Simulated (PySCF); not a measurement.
Dissociation curve of SiBr, doublet.

- UKS-BLYP = unrestricted BLYP/def2-TZVP run with PySCF
- UKS-LDA (SVWN5) = unrestricted LDA (SVWN5)/def2-TZVP (PySCF)
- UHF/def2-TZVP (PySCF)

Magnitude of the dipole moment (D; its direction can reverse along the curve, and a method can change to another solution) and Mulliken charge of the fragment that holds Si1:

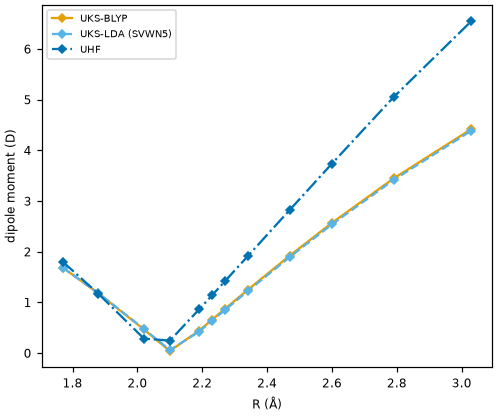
Fig. 1. Dipole moment against bond length.

| R / Å | μ UKS-BLYP | q UKS-BLYP | μ UKS-LDA (SVWN5) | q UKS-LDA (SVWN5) | μ UHF | q UHF |
|---|---|---|---|---|---|---|
| 1.77 | 1.69 | -0.25 | 1.68 | -0.29 | 1.80 | -0.09 |
| 1.88 | 1.18 | -0.12 | 1.18 | -0.16 | 1.17 | 0.03 |
| 2.02 | 0.47 | 0.01 | 0.48 | -0.02 | 0.29 | 0.15 |
| 2.10 | 0.04 | 0.07 | 0.06 | 0.04 | 0.25 | 0.21 |
| 2.19 | 0.44 | 0.13 | 0.42 | 0.10 | 0.86 | 0.26 |
| 2.23 | 0.66 | 0.15 | 0.64 | 0.12 | 1.14 | 0.28 |
| 2.27 | 0.87 | 0.17 | 0.85 | 0.14 | 1.42 | 0.30 |
| 2.34 | 1.25 | 0.20 | 1.22 | 0.17 | 1.91 | 0.33 |
| 2.47 | 1.92 | 0.25 | 1.90 | 0.22 | 2.83 | 0.37 |
| 2.60 | 2.57 | 0.28 | 2.54 | 0.26 | 3.74 | 0.42 |
| 2.79 | 3.45 | 0.32 | 3.42 | 0.30 | 5.05 | 0.47 |
| 3.03 | 4.42 | 0.35 | 4.39 | 0.34 | 6.55 | 0.52 |

The scan ran from 1.77 to 9.00 Å; beyond the distances shown one of the unrestricted levels run for this scan, shown here or not, changes its spin distribution in one step.
